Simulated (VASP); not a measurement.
Band structure of RbBr (rock salt). Calculation: PBE GGA, VASP's PBE PAW potentials (set 64) (plane waves; VASP).

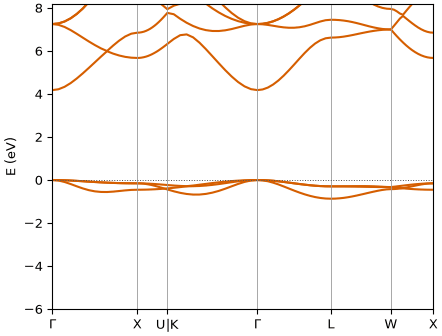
Fig. 1. Bands along high-symmetry lines, zero at the valence-band maximum or, without a gap, the Fermi level

Q: Read the plot: is there a gap, and where are the band edges?

A: The gap is direct, 4.18 eV, from the valence maximum at Γ to the conduction minimum at Γ. (Edges off the drawn lines would not show.)

Measured: gap 7.20 eV (computed value off by -3.02 eV), as given by Aguado et al., (1998), arXiv:cond-mat/9809176.

The compound is RbBr in the rock salt structure. It was relaxed first, which changed the volume by +6 %.
